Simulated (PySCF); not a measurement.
Run report: InCl, single-point calculation

- system: InCl
- method: RHF-based CCSD(T), In def2-TZVPD with ECP28, Cl def2-TZVPD; non-relativistic Hamiltonian with a scalar-relativistic core potential; density fitting (PySCF 2.14.0)

The geometry comes from this level: PBE0.

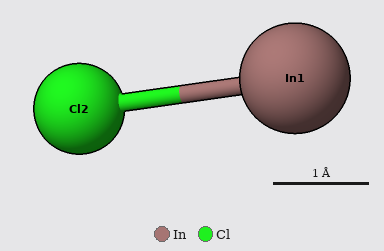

**Figure 1.** The structure (ball-and-stick view, seen at a tilt; atoms are numbered from 1 in the order of the input). Sticks mark near contacts. Bond lengths as drawn: Cl–In 2.42 Å.

**Input file**
```python
from pyscf import gto, scf, dft
mol = gto.M(atom='''
In     0.000000    -0.000000    -0.563874
Cl     0.000000     0.000000     1.852829''',
    basis={'In': 'def2-TZVPD', 'Cl': 'def2-TZVPD'},
    ecp={'In': 'def2-TZVPD'},
    charge=0, spin=0)
mf = scf.RHF(mol)
aux = {'In': 'def2-universal-JKFIT', 'Cl': 'def2-universal-JKFIT'}
mf = mf.density_fit(auxbasis=aux)
mf.conv_tol = 1e-09
mf.diis_space = 10
mf.max_cycle = 60
mf.verbose = 4
mf.kernel()
```

The script is an equivalent of the set-up of the self-consistent field. The run itself was carried out by a driver, which started from the orbitals of the step before it where there was one and computed the further properties.

Hardware: 4 threads of Arm Neoverse V2, 112 GiB of memory available, shared host.

Run as:
```bash
OMP_NUM_THREADS=4 python axn.py task.json out
```

**The program's output**
```
init E= -648.796951385954
  HOMO = -0.3322934854877  LUMO = 0.0196092313285168  gap/eV = 9.57576
cycle= 1 E= -648.811513802179  delta_E= -0.0146  |g|= 0.0546  |ddm|= 0.765
  HOMO = -0.33711201543701  LUMO = 0.0152776031094117  gap/eV = 9.58901
cycle= 2 E= -648.812407212452  delta_E= -0.000893  |g|= 0.0148  |ddm|= 0.238
  HOMO = -0.339239998404454  LUMO = 0.0140100098510458  gap/eV = 9.61242
cycle= 3 E= -648.812513166897  delta_E= -0.000106  |g|= 0.00648  |ddm|= 0.0463
  HOMO = -0.339434738403392  LUMO = 0.0138212162467841  gap/eV = 9.61258
cycle= 4 E= -648.812531493834  delta_E= -1.83e-05  |g|= 0.00121  |ddm|= 0.03
  HOMO = -0.339467628807274  LUMO = 0.0137767202175146  gap/eV = 9.61227
cycle= 5 E= -648.812533070649  delta_E= -1.58e-06  |g|= 0.000387  |ddm|= 0.00701
  HOMO = -0.339441453274449  LUMO = 0.0138036949278279  gap/eV = 9.61229
cycle= 6 E= -648.812533192149  delta_E= -1.22e-07  |g|= 0.000134  |ddm|= 0.00143
  HOMO = -0.339418856147998  LUMO = 0.0138097043219025  gap/eV = 9.61184
cycle= 7 E= -648.812533209356  delta_E= -1.72e-08  |g|= 2.96e-05  |ddm|= 0.000495
  HOMO = -0.339416852186575  LUMO = 0.0138096325477572  gap/eV = 9.61178
cycle= 8 E= -648.81253321008  delta_E= -7.24e-10  |g|= 7.89e-06  |ddm|= 7.27e-05
  HOMO = -0.339416032090321  LUMO = 0.0138094762535943  gap/eV = 9.61176
```

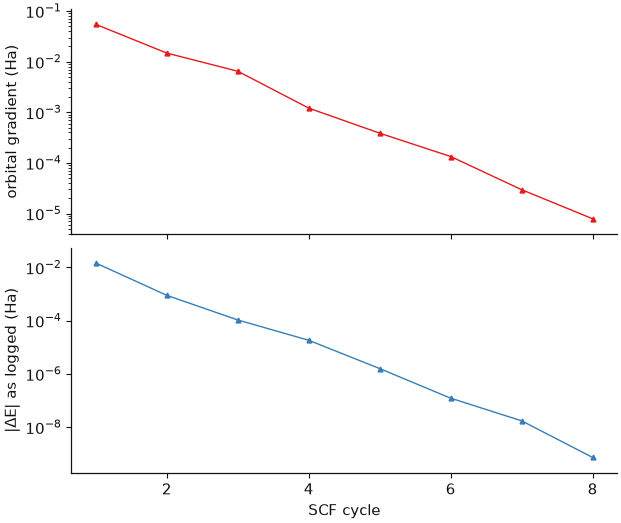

**Figure 2.** Convergence of the self-consistent field: orbital gradient and size of the energy change against the SCF cycle. The residual falls at every step.

```
Extra cycle  E= -648.812533210119  delta_E= -3.91e-11  |g|= 3.59e-06  |ddm|= 1.77e-05
converged SCF energy = -648.812533210119
CCSD nocc = 10, nmo = 93
Init t2, MP2 energy = -649.26566080457  E_corr(MP2) -0.453127594450129
RCCSD converged
E(RCCSD) = -649.27541125329  E_corr = -0.4628780431706115
RCCSD(T) correction = -0.0168323155696844
```

**Key numbers**

| quantity | value |
| --- | --- |
| outcome | converged |
| total energy | −649.292244 hartree |
| SCF energy | −648.812533 hartree |
| HOMO | −9.24 eV |
| LUMO | 0.38 eV |
| dipole moment | 3.55 D |
| wall time | 34 s (CPU time 58 s) |
| peak memory | 0.66 GiB |
